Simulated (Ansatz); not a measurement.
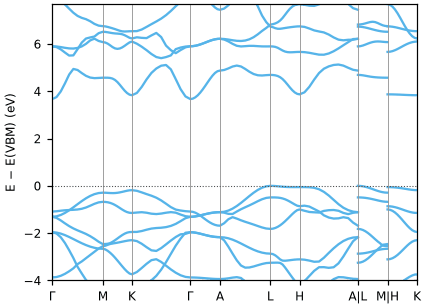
*Band structure from r²SCAN+D4 in the plane-wave PAW code Ansatz*

Read off the gap and where the band edges lie.

About 3.7 eV (3.67 eV by a search for the band edges); maximum at L, minimum at Γ.

Which of these materials gives this?
(A) SiNF, P3m1 (Si on 1a, N on 1c, F on 1a)
(B) ScBeNO, P3m1 (Sc on 1b, Be on 1c, O on 1b, N on 1c)
(C) GeBCN, P3m1 (B on 1b, Ge on 1c, C on 1b, N on 1c)

B, ScBeNO, P3m1 (Sc on 1b, Be on 1c, O on 1b, N on 1c)

The start of the workflow was typed in or built on a structure type; neither database checked (COD, Materials Project) lists it. Whether it is the stable phase at ambient conditions was not checked. The r²SCAN+D4 relaxation kept the symmetry of its start; its stability against distortions is not shown here. No spin polarisation was allowed. The volume moved by -22 % from the start of the relaxation.

Potentials: the earlier of the program's two PAW sets. The files were generated under PBE; for other functionals the program regenerates the frozen cores, and for LDA and PBEsol the local potential too.
